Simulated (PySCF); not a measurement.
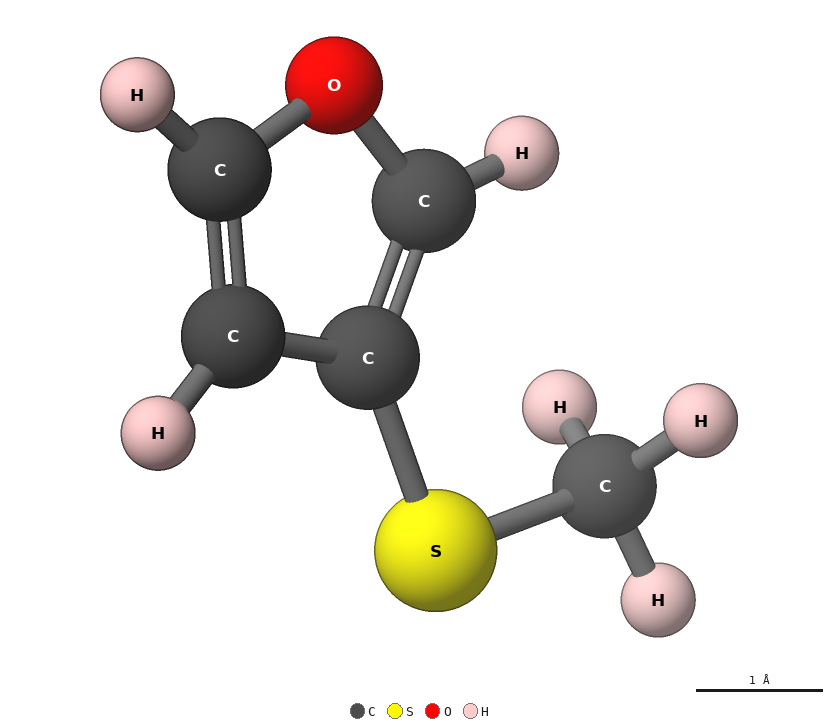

Rendered structure (ball-and-stick style). Double and triple bonds are drawn as two and three sticks.

Describe the molecule.

Formula C5H6OS. Its SMILES string is `CSc1ccoc1`. Independent rings (smallest set): 1 of 5 members, 1 of them aromatic. Among its groups: thioether. Coordination: 1 C tetrahedral; 1 S bent; 4 C trigonal planar; 1 O bent.

The parts below concern this one geometry. Atoms keep their numbers from picture to picture. Computed geometry: PBE0-D3(BJ)/def2-TZVP optimisation. No frequency run is at hand to confirm it as a minimum.

### Dipole moment

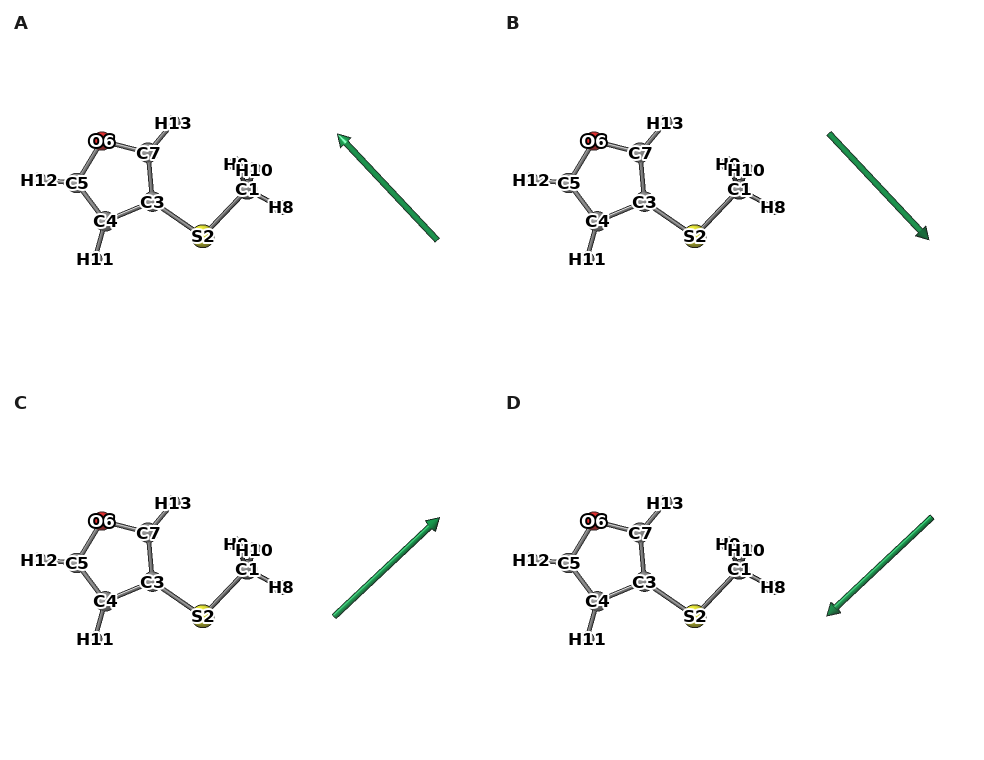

The same molecule four times, each with an arrow. No frequency run is at hand to confirm it as a minimum. Properties computed with KT3/pcSseg-2, gas phase (PySCF 2.14.0).

Question: Which arrow points along the dipole moment, from the negative to the positive end?

Answer: C. The dipole moment is 0.89 D; it points from the side of H11 to the side of H8, H9, H10 (the outermost atoms at the two ends).

### NMR shielding

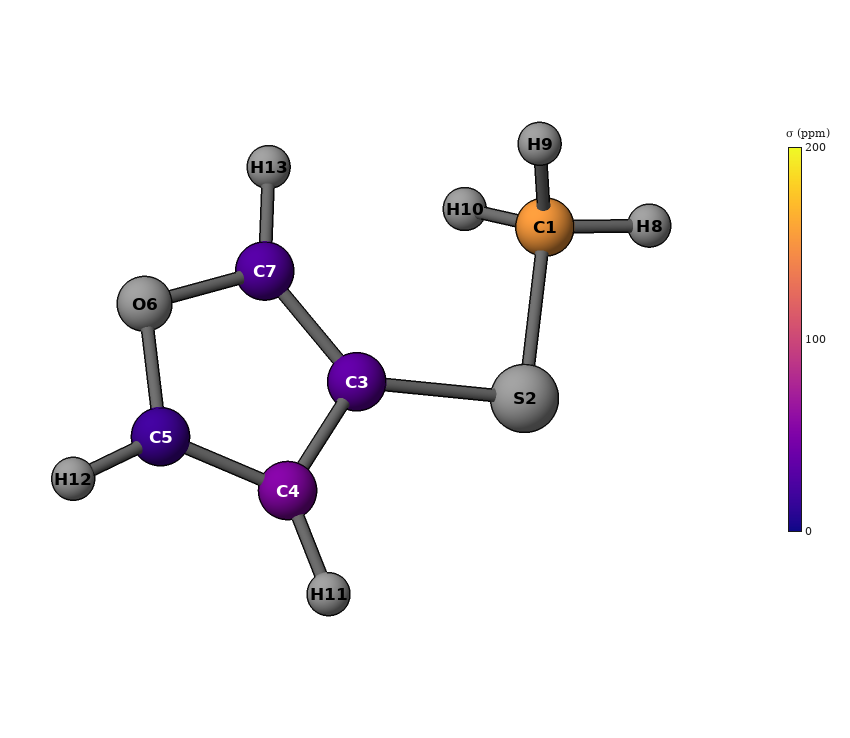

Atoms are coloured by their isotropic NMR shieldings (C only, the others grey). No frequency run is at hand to confirm it as a minimum. Properties computed with GIAO WP04/pcSseg-2 NMR shielding, non-relativistic, IEF-PCM chloroform (PySCF 2.14.0).

Question: Which C atom is the most shielded (lowest chemical shift)?

Answer: C1 (153.6 ppm).

Question: Which C atom is the least shielded (highest chemical shift)?

Answer: C5 (20.5 ppm).

Question: How wide is the range of C shifts?

Answer: 133.1 ppm.

Give the isotropic NMR shieldings of the C atoms atom by atom.

```json
{"atom": "C1", "σ (ppm)": "153.6"}
{"atom": "C3", "σ (ppm)": "36.7"}
{"atom": "C4", "σ (ppm)": "54.3"}
{"atom": "C5", "σ (ppm)": "20.5"}
{"atom": "C7", "σ (ppm)": "29.8"}
```

### Ring current

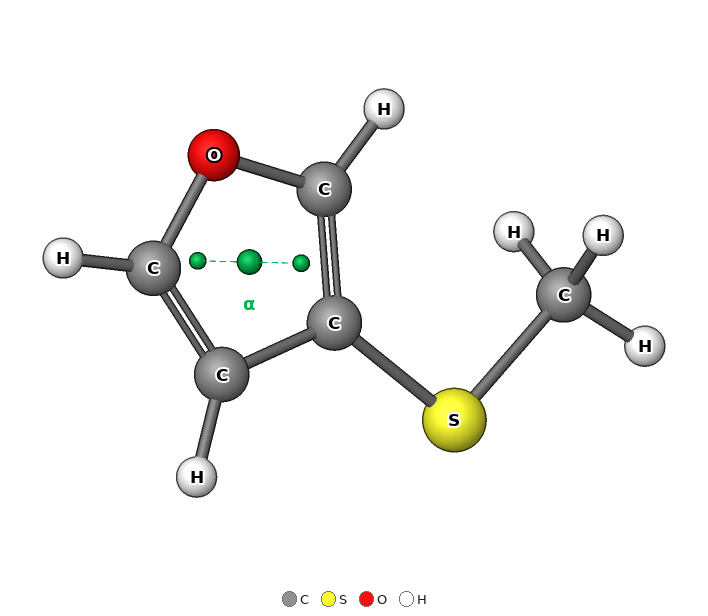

The small points mark where nucleus-independent chemical shifts (NICS) were computed: at the centre of each lettered ring and 1 Å above and below it. No frequency run is at hand to confirm it as a minimum. Level of theory: GIAO B97-2/pcSseg-2 NMR shielding, non-relativistic, gas phase (PySCF 2.14.0).

Give NICS(0), NICS(1) and the out-of-plane component NICS(1)zz for each ring (means of the two sides).

```json
{"ring": "α", "members": "C4O", "NICS(0)": "−11.2", "NICS(1)": "−8.6", "NICS(1)zz": "−24.9"}
```

Values in ppm.

Question: What do the values say about the ring currents?

Answer: Ring α: diatropic, as in an aromatic ring. NICS is one index among several.
